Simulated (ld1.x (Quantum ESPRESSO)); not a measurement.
Tm: pseudopotential generation

Thulium (Tm, Z = 69), core [Kr] 4d10, reference valence 4f13 5s2 5p6 5d0 6s2 6p0, valence charge 23. Level asked for: TM potential, LDA (PZ), fully relativistic, made with ld1.x (Quantum ESPRESSO) 7.5.

### The input
```
 &input
   title='Tm', zed=69., rel=2, dft='PZ', iswitch=3,
   config='[Xe] 4f13 5d0 6s2 6p0', rel_dist='average',
   nld=7, rlderiv=1.95, eminld=-6.0, emaxld=5.0, deld=0.02
 /
 &inputp
   pseudotype=2, tm=.true., lloc=-1, rcloc=1.55,
   nlcc=.true.,
   file_pseudopw='Tm.UPF', file_wfcaegen='ae.wfc', file_wfcncgen='nc.wfc', file_beta='beta', file_chi='chi'
 /
4
5S  1  0   2.00   0.00  1.80  1.80  0.0
5P  2  1   6.00   0.00  1.25  1.25  0.0
5D  3  2   0.00   0.00  0.70  0.70  0.0
4F  4  3  13.00   0.00  0.60  0.60  0.0
 &test
   configts(1)='4f13 5s2 5p6 5d0 6s2 6p0'
 /
```

Hardware: 1 CPU thread, shared host.

Launched with:
```bash
ld1.x < Tm.in > Tm.out
```

### The program's output
```
     Program LD1 v.7.5
 state nlj           4           3   2.5000000000000000       not converged
 state nlj           4           3   3.5000000000000000       not converged
 state nlj           4           3   2.5000000000000000       not converged
 state nlj           4           3   3.5000000000000000       not converged
 state nlj           5           2   1.5000000000000000       not converged
 state nlj           5           2   2.5000000000000000       not converged
 classical turning point too close to mesh           5           2           2
 classical turning point too close to mesh           5           2          -3
 classical turning point too close to mesh           6           1           1
 classical turning point too close to mesh           6           1          -2
 classical turning point too close to mesh           4           3           3
 classical turning point too close to mesh           4           3          -4
     --------------------------- All-electron run ----------------------------

     Tm
     dirac relativistic calculation

     atomic number is 69.00
     dft =PZ   lsd =0 sic =0 latt =0  beta=0.20 tr2=1.0E-14
     Exchange-correlation= PZ
                           (   1   1   0   0   0   0   0)
     mesh =1269 r(mesh) = 101.07810 a.u. xmin = -7.00 dx = 0.01250
     1 Ry =  13.60569312 eV, c = 137.03599908

     n l j   nl                  e(Ry)          e(Ha)          e(eV)
     Spin orbit split results
     1 0 0.5 1S 1( 2.00)     -4348.6757     -2174.3378    -59166.7470
     2 0 0.5 2S 1( 2.00)      -733.3450      -366.6725     -9977.6666
     2 1 0.5 2P 1( 2.00)      -699.1982      -349.5991     -9513.0757
     2 1 1.5 2P 1( 4.00)      -627.2323      -313.6161     -8533.9297
     3 0 0.5 3S 1( 2.00)      -164.7707       -82.3854     -2241.8196
     3 1 0.5 3P 1( 2.00)      -149.7205       -74.8602     -2037.0507
     3 1 1.5 3P 1( 4.00)      -134.5294       -67.2647     -1830.3653
     4 0 0.5 4S 1( 2.00)       -32.4142       -16.2071      -441.0177
     4 1 0.5 4P 1( 2.00)       -26.3649       -13.1825      -358.7134
     4 1 1.5 4P 1( 4.00)       -22.9205       -11.4602      -311.8487
     3 2 1.5 3D 1( 4.00)      -108.7761       -54.3880     -1479.9740
     3 2 2.5 3D 1( 6.00)      -105.4533       -52.7266     -1434.7647
     5 0 0.5 5S 1( 2.00)        -3.9277        -1.9639       -53.4396
     5 1 0.5 5P 1( 2.00)        -2.2916        -1.1458       -31.1782
     5 1 1.5 5P 1( 4.00)        -1.8680        -0.9340       -25.4149
     4 2 1.5 4D 1( 4.00)       -12.9535        -6.4768      -176.2416
     4 2 2.5 4D 1( 6.00)       -12.3269        -6.1635      -167.7163
     4 3 2.5 4F 1( 5.57)        -0.2933        -0.1466        -3.9904
     4 3 3.5 4F 1( 7.43)        -0.2052        -0.1026        -2.7915
     5 2 1.5 5D 1( 0.00)        -0.0796        -0.0398        -1.0832
     5 2 2.5 5D 1( 0.00)        -0.0653        -0.0326        -0.8881
     6 0 0.5 6S 1( 2.00)        -0.2969        -0.1485        -4.0398
     6 1 0.5 6P 1( 0.00)        -0.1001        -0.0500        -1.3619
     6 1 1.5 6P 1( 0.00)        -0.0809        -0.0404        -1.1000
     Averaged results
     1 0     1S 1( 2.00)     -4348.6757     -2174.3378    -59166.7470
     2 0     2S 1( 2.00)      -733.3450      -366.6725     -9977.6666
     2 1     2P 1( 6.00)      -651.2209      -325.6104     -8860.3117
     3 0     3S 1( 2.00)      -164.7707       -82.3854     -2241.8196
     3 1     3P 1( 6.00)      -139.5931       -69.7965     -1899.2604
     4 0     4S 1( 2.00)       -32.4142       -16.2071      -441.0177
     4 1     4P 1( 6.00)       -24.0686       -12.0343      -327.4702
     3 2     3D 1(10.00)      -106.7824       -53.3912     -1452.8484
     5 0     5S 1( 2.00)        -3.9277        -1.9639       -53.4396
     5 1     5P 1( 6.00)        -2.0092        -1.0046       -27.3360
     4 2     4D 1(10.00)       -12.5776        -6.2888      -171.1264
     4 3     4F 1(13.00)        -0.2429        -0.1215        -3.3053
     5 2     5D 1( 0.00)        -0.0710        -0.0355        -0.9661
     6 0     6S 1( 2.00)        -0.2969        -0.1485        -4.0398
     6 1     6P 1( 0.00)        -0.0873        -0.0436        -1.1873

     final scf error:  7.4E-15 reached in  34 iterations

     Etot =  -27147.402735 Ry,  -13573.701368 Ha, -369359.230705 eV

     Ekin =   30059.074107 Ry,   15029.537053 Ha,  408974.537856 eV
     Encl =  -67314.357395 Ry,  -33657.178697 Ha, -915858.489481 eV
     Eh   =   10664.587131 Ry,    5332.293566 Ha,  145099.099792 eV
     Exc  =    -556.706579 Ry,    -278.353289 Ha,   -7574.378872 eV

     normalization and overlap integrals

     s(1S/1S) =  1.000000  <r> =   0.0200  <r2> =    0.0005  r(max) =   0.0126
     s(2S/2S) =  1.000000  <r> =   0.0843  <r2> =    0.0085  r(max) =   0.0718
     s(2P/2P) =  1.000000  <r> =   0.0701  <r2> =    0.0061  r(max) =   0.0545
     s(2P/2P) =  1.000000  <r> =   0.0775  <r2> =    0.0073  r(max) =   0.0603
     s(3S/3S) =  1.000000  <r> =   0.2207  <r2> =    0.0558  r(max) =   0.2026
     s(3P/3P) =  1.000000  <r> =   0.2104  <r2> =    0.0515  r(max) =   0.1903
     s(3P/3P) =  1.000000  <r> =   0.2243  <r2> =    0.0584  r(max) =   0.2051
     s(4S/4S) =  1.000000  <r> =   0.4980  <r2> =    0.2804  r(max) =   0.4623
     s(4P/4P) =  1.000000  <r> =   0.5062  <r2> =    0.2922  r(max) =   0.4681
     s(4P/4P) =  1.000000  <r> =   0.5385  <r2> =    0.3303  r(max) =   0.4921
     s(3D/3D) =  1.000000  <r> =   0.1974  <r2> =    0.0458  r(max) =   0.1618
     s(3D/3D) =  1.000000  <r> =   0.2017  <r2> =    0.0477  r(max) =   0.1638
     s(5S/5S) =  1.000000  <r> =   1.2307  <r2> =    1.7094  r(max) =   1.0952
     s(5P/5P) =  1.000000  <r> =   1.3937  <r2> =    2.2191  r(max) =   1.1953
     s(5P/5P) =  1.000000  <r> =   1.5131  <r2> =    2.6210  r(max) =   1.2884
     s(4D/4D) =  1.000000  <r> =   0.5653  <r2> =    0.3715  r(max) =   0.4983
     s(4D/4D) =  1.000000  <r> =   0.5768  <r2> =    0.3867  r(max) =   0.5045
     s(4F/4F) =  1.000000  <r> =   0.7981  <r2> =    0.8909  r(max) =   0.4921
     s(4F/4F) =  1.000000  <r> =   0.8233  <r2> =    0.9681  r(max) =   0.4983
     s(5D/5D) =  1.000000  <r> =   3.4651  <r2> =   15.7297  r(max) =   2.0717
     s(5D/5D) =  1.000000  <r> =   3.7025  <r2> =   18.0134  r(max) =   2.1780
     s(6S/6S) =  1.000000  <r> =   3.9156  <r2> =   17.5236  r(max) =   3.2492
     s(6P/6P) =  1.000000  <r> =   5.4255  <r2> =   34.1122  r(max) =   4.4411
     s(6P/6P) =  1.000000  <r> =   5.8774  <r2> =   40.0164  r(max) =   4.7870

     ------------------------ End of All-electron run ------------------------

     --------------------- Generating NC pseudopotential ---------------------

      Generating local potential from pseudized AE potential:
      Matching radius rcloc =   1.5500

      Local pseudo, rcloc= 1.554 Estimated cut-off energy=    10.34 Ry

      Computing core charge for nlcc:

       r > 0.64 : true rho core
       r < 0.64 : rho core = a sin(br)/r    a=  79.93  b=   3.96

      Integrated core pseudo-charge :  20.77

     Fully relativistic calculation: |psi|^2

     Wfc 5S LC norm =  0.99968581 SC norm =  0.00031296 missing  0.00000123

     Wfc 5P LC norm =  0.99975616 SC norm =  0.00024318 missing  0.00000067

     Wfc 5P LC norm =  0.99979240 SC norm =  0.00020300 missing  0.00000460

     Wfc 5D LC norm =  0.99995425 SC norm =  0.00004416 missing  0.00000159

     Wfc 5D LC norm =  0.99995983 SC norm =  0.00003077 missing  0.00000939

     Wfc 4F LC norm =  0.99932659 SC norm =  0.00067339 missing  0.00000002

     Wfc 4F LC norm =  0.99934710 SC norm =  0.00065130 missing  0.00000160

      Wfc   5S  rcut= 1.806  Using Troullier-Martins method

      Wfc   5P  rcut= 1.241  Using Troullier-Martins method

      Wfc   5P  rcut= 1.241  Using Troullier-Martins method

      Wfc   5D  rcut= 0.698  Using Troullier-Martins method

      Wfc   5D  rcut= 0.698  Using Troullier-Martins method

      Wfc   4F  rcut= 0.601  Using Troullier-Martins method

      Wfc   4F  rcut= 0.601  Using Troullier-Martins method

     ------------------- End of pseudopotential generation -------------------

 state nlj           4           3   2.5000000000000000       not converged
 state nlj           4           3   3.5000000000000000       not converged
 state nlj           4           3   2.5000000000000000       not converged
 state nlj           4           3   3.5000000000000000       not converged
 state nlj           5           2   1.5000000000000000       not converged
 state nlj           5           2   2.5000000000000000       not converged
 classical turning point too close to mesh           5           2           2
 classical turning point too close to mesh           5           2          -3
 classical turning point too close to mesh           6           1           1
 classical turning point too close to mesh           6           1          -2
 classical turning point too close to mesh           4           3           3
 classical turning point too close to mesh           4           3          -4
     --------------------------- All-electron run ----------------------------

     Tm
     dirac relativistic calculation

     atomic number is 69.00
     dft =PZ   lsd =0 sic =0 latt =0  beta=0.20 tr2=1.0E-14
     Exchange-correlation= PZ
                           (   1   1   0   0   0   0   0)
     mesh =1269 r(mesh) = 101.07810 a.u. xmin = -7.00 dx = 0.01250
     1 Ry =  13.60569312 eV, c = 137.03599908

     n l j   nl                  e(Ry)          e(Ha)          e(eV)
     Spin orbit split results
     1 0 0.5 1S 1( 2.00)     -4348.6757     -2174.3378    -59166.7470
     2 0 0.5 2S 1( 2.00)      -733.3450      -366.6725     -9977.6666
     2 1 0.5 2P 1( 2.00)      -699.1982      -349.5991     -9513.0757
     2 1 1.5 2P 1( 4.00)      -627.2323      -313.6161     -8533.9297
     3 0 0.5 3S 1( 2.00)      -164.7707       -82.3854     -2241.8196
     3 1 0.5 3P 1( 2.00)      -149.7205       -74.8602     -2037.0507
     3 1 1.5 3P 1( 4.00)      -134.5294       -67.2647     -1830.3653
     4 0 0.5 4S 1( 2.00)       -32.4142       -16.2071      -441.0177
     4 1 0.5 4P 1( 2.00)       -26.3649       -13.1825      -358.7134
     4 1 1.5 4P 1( 4.00)       -22.9205       -11.4602      -311.8487
     3 2 1.5 3D 1( 4.00)      -108.7761       -54.3880     -1479.9740
     3 2 2.5 3D 1( 6.00)      -105.4533       -52.7266     -1434.7647
     5 0 0.5 5S 1( 2.00)        -3.9277        -1.9639       -53.4396
     5 1 0.5 5P 1( 2.00)        -2.2916        -1.1458       -31.1782
     5 1 1.5 5P 1( 4.00)        -1.8680        -0.9340       -25.4149
     4 2 1.5 4D 1( 4.00)       -12.9535        -6.4768      -176.2416
     4 2 2.5 4D 1( 6.00)       -12.3269        -6.1635      -167.7163
     4 3 2.5 4F 1( 5.57)        -0.2933        -0.1466        -3.9904
     4 3 3.5 4F 1( 7.43)        -0.2052        -0.1026        -2.7915
     5 2 1.5 5D 1( 0.00)        -0.0796        -0.0398        -1.0832
     5 2 2.5 5D 1( 0.00)        -0.0653        -0.0326        -0.8881
     6 0 0.5 6S 1( 2.00)        -0.2969        -0.1485        -4.0398
     6 1 0.5 6P 1( 0.00)        -0.1001        -0.0500        -1.3619
     6 1 1.5 6P 1( 0.00)        -0.0809        -0.0404        -1.1000
     Averaged results
     1 0     1S 1( 2.00)     -4348.6757     -2174.3378    -59166.7470
     2 0     2S 1( 2.00)      -733.3450      -366.6725     -9977.6666
     2 1     2P 1( 6.00)      -651.2209      -325.6104     -8860.3117
     3 0     3S 1( 2.00)      -164.7707       -82.3854     -2241.8196
     3 1     3P 1( 6.00)      -139.5931       -69.7965     -1899.2604
     4 0     4S 1( 2.00)       -32.4142       -16.2071      -441.0177
     4 1     4P 1( 6.00)       -24.0686       -12.0343      -327.4702
     3 2     3D 1(10.00)      -106.7824       -53.3912     -1452.8484
     5 0     5S 1( 2.00)        -3.9277        -1.9639       -53.4396
     5 1     5P 1( 6.00)        -2.0092        -1.0046       -27.3360
     4 2     4D 1(10.00)       -12.5776        -6.2888      -171.1264
     4 3     4F 1(13.00)        -0.2429        -0.1215        -3.3053
     5 2     5D 1( 0.00)        -0.0710        -0.0355        -0.9661
     6 0     6S 1( 2.00)        -0.2969        -0.1485        -4.0398
     6 1     6P 1( 0.00)        -0.0873        -0.0436        -1.1873

     final scf error:  7.4E-15 reached in  34 iterations

     Etot =  -27147.402735 Ry,  -13573.701368 Ha, -369359.230705 eV

     Ekin =   30059.074107 Ry,   15029.537053 Ha,  408974.537856 eV
     Encl =  -67314.357395 Ry,  -33657.178697 Ha, -915858.489481 eV
     Eh   =   10664.587131 Ry,    5332.293566 Ha,  145099.099792 eV
     Exc  =    -556.706579 Ry,    -278.353289 Ha,   -7574.378872 eV

     normalization and overlap integrals

     s(1S/1S) =  1.000000  <r> =   0.0200  <r2> =    0.0005  r(max) =   0.0126
     s(2S/2S) =  1.000000  <r> =   0.0843  <r2> =    0.0085  r(max) =   0.0718
     s(2P/2P) =  1.000000  <r> =   0.0701  <r2> =    0.0061  r(max) =   0.0545
     s(2P/2P) =  1.000000  <r> =   0.0775  <r2> =    0.0073  r(max) =   0.0603
     s(3S/3S) =  1.000000  <r> =   0.2207  <r2> =    0.0558  r(max) =   0.2026
     s(3P/3P) =  1.000000  <r> =   0.2104  <r2> =    0.0515  r(max) =   0.1903
     s(3P/3P) =  1.000000  <r> =   0.2243  <r2> =    0.0584  r(max) =   0.2051
     s(4S/4S) =  1.000000  <r> =   0.4980  <r2> =    0.2804  r(max) =   0.4623
     s(4P/4P) =  1.000000  <r> =   0.5062  <r2> =    0.2922  r(max) =   0.4681
     s(4P/4P) =  1.000000  <r> =   0.5385  <r2> =    0.3303  r(max) =   0.4921
     s(3D/3D) =  1.000000  <r> =   0.1974  <r2> =    0.0458  r(max) =   0.1618
     s(3D/3D) =  1.000000  <r> =   0.2017  <r2> =    0.0477  r(max) =   0.1638
     s(5S/5S) =  1.000000  <r> =   1.2307  <r2> =    1.7094  r(max) =   1.0952
     s(5P/5P) =  1.000000  <r> =   1.3937  <r2> =    2.2191  r(max) =   1.1953
     s(5P/5P) =  1.000000  <r> =   1.5131  <r2> =    2.6210  r(max) =   1.2884
     s(4D/4D) =  1.000000  <r> =   0.5653  <r2> =    0.3715  r(max) =   0.4983
     s(4D/4D) =  1.000000  <r> =   0.5768  <r2> =    0.3867  r(max) =   0.5045
     s(4F/4F) =  1.000000  <r> =   0.7981  <r2> =    0.8909  r(max) =   0.4921
     s(4F/4F) =  1.000000  <r> =   0.8233  <r2> =    0.9681  r(max) =   0.4983
     s(5D/5D) =  1.000000  <r> =   3.4651  <r2> =   15.7297  r(max) =   2.0717
     s(5D/5D) =  1.000000  <r> =   3.7025  <r2> =   18.0134  r(max) =   2.1780
     s(6S/6S) =  1.000000  <r> =   3.9156  <r2> =   17.5236  r(max) =   3.2492
     s(6P/6P) =  1.000000  <r> =   5.4255  <r2> =   34.1122  r(max) =   4.4411
     s(6P/6P) =  1.000000  <r> =   5.8774  <r2> =   40.0164  r(max) =   4.7870

     ------------------------ End of All-electron run ------------------------

     Computing logarithmic derivative in   1.95847

       Warning: n=4, l=3 expected 0 nodes, found 1
       Setting wfc to zero for this iteration
       (This warning will only be printed once per wavefunction)

 %%%%%%%%%%%%%%%%%%%%%%%%%%%%%%%%%%%%%%%%%%%%%%%%%%%%%%%%%%%%%%%%%%%%%%%%%%%%%%
     Error in routine run_pseudo (1):
     Errors in PS-KS equation
 %%%%%%%%%%%%%%%%%%%%%%%%%%%%%%%%%%%%%%%%%%%%%%%%%%%%%%%%%%%%%%%%%%%%%%%%%%%%%%

     stopping ...
```

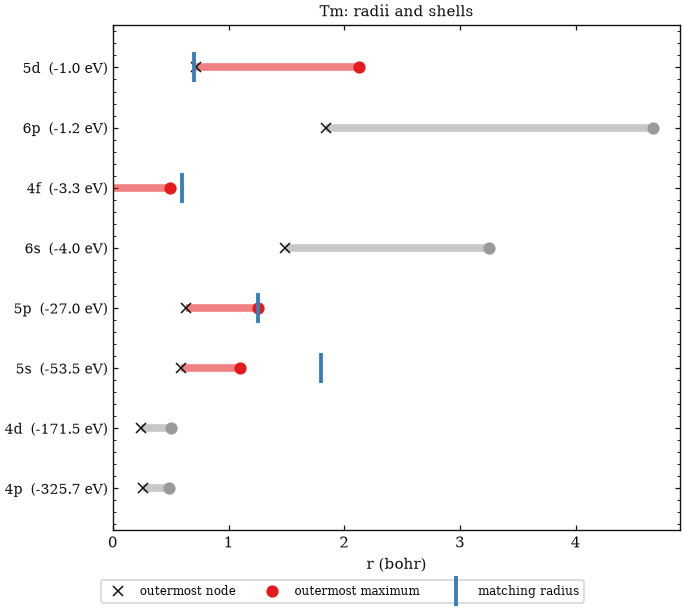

Outer shells of the all-electron reference atom: each bar runs from the outermost node (or the nucleus) to the outermost maximum of u(r); the tick is the radius chosen for the pseudo-wave. Shells without a tick have no pseudo-wave of their own. Levels, nodes and maxima are from ld1.x, scalar-relativistic.

- Radii against the shells: 5s: 1.80 bohr, outside the maximum; 5p: 1.25 bohr, between node and maximum; 4f: 0.60 bohr, outside the maximum; 5d: 0.70 bohr, inside the outermost node.

### Outcome

```
 quantity                value
  outcome  ended with an error
wall time                2.8 s
```

### Diagnosis

The generator stopped with the message “run_pseudo: Errors in PS-KS equation”. In words: the pseudo-atom solver did not find the valence states with the expected number of nodes, which is the usual sign of a ghost state. The 5d radius (0.700 bohr) lies inside the outermost all-electron node (0.717 bohr).
